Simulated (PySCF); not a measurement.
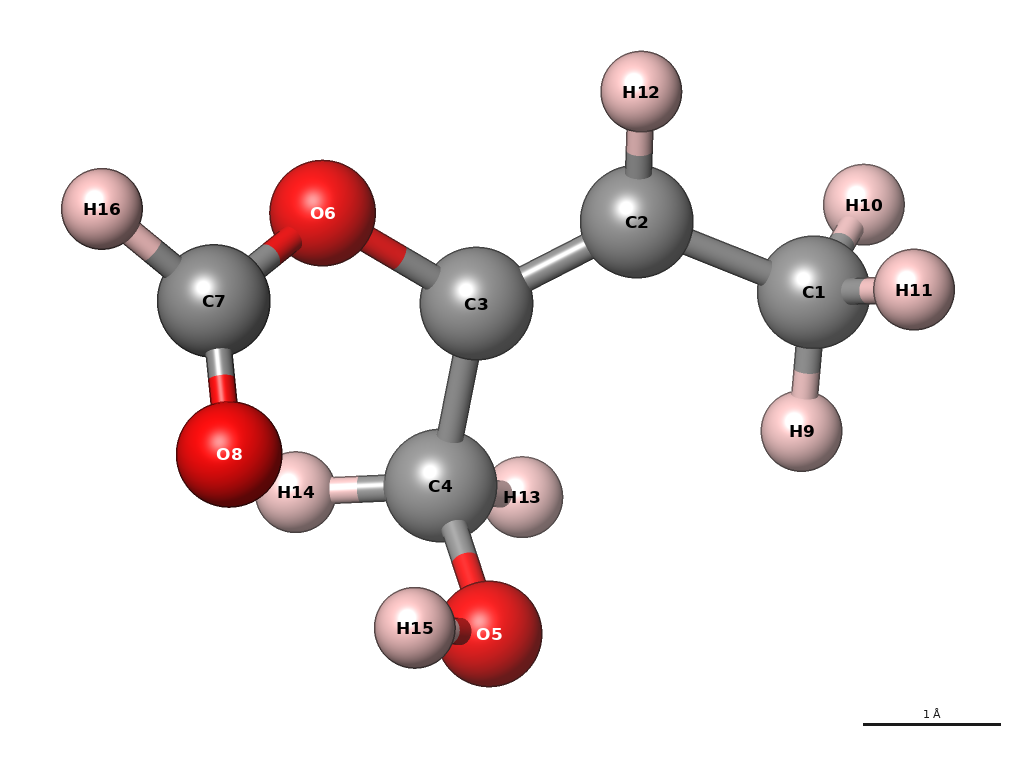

The computed structure is the end point of a GFN2-xTB optimisation. No frequency run is at hand to confirm it as a minimum.

Which hydrogen bonds does the structure hold? Count O, N, F, S and Cl donors.

```
    D–H···A  D–H (Å)  H···A (Å)  angle (°)            kind
O5–H15···O8     0.97       2.03        137  intramolecular
```
